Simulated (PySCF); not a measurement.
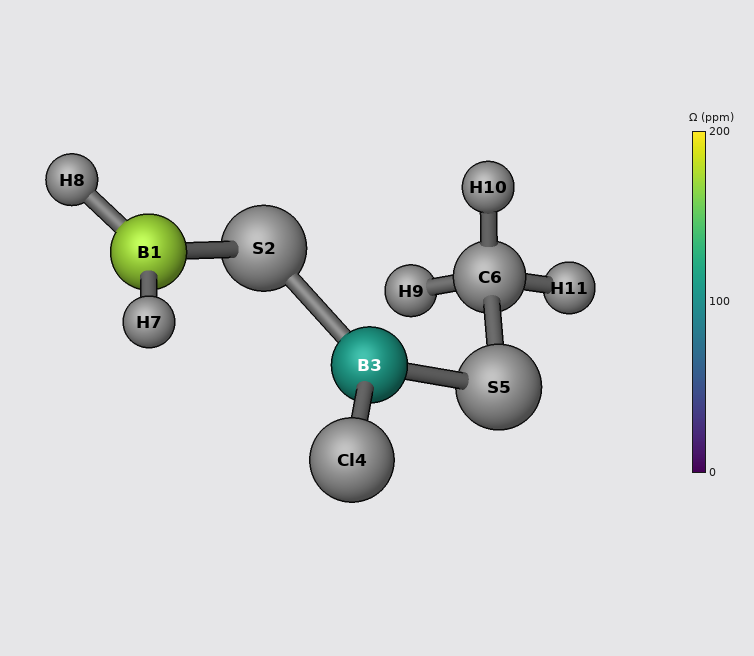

The B atoms are coloured by the span of their shielding tensor. Computed geometry: PBE0-D3(BJ)/def2-SVP optimisation. No frequency run is at hand to confirm it as a minimum. Method: GIAO LC-wPBE/pcSseg-1 NMR shielding, non-relativistic, gas phase (PySCF 2.14.0). Principal shieldings σ11 ≤ σ22 ≤ σ33, span Ω = σ33 − σ11, skew κ = 3(σiso − σ22)/Ω.

### Which B atom has the most anisotropic shielding?

B1, with a span of 171 ppm.

Give the shielding tensors of the B atoms.

```tsv
atom	σ11	σ22	σ33	σiso	Ω	κ
B1	−37.4	−20.9	133.8	25.2	171.2	0.81
B3	−18.1	36.4	92.4	36.9	110.4	0.01
```

Shieldings and span in ppm.
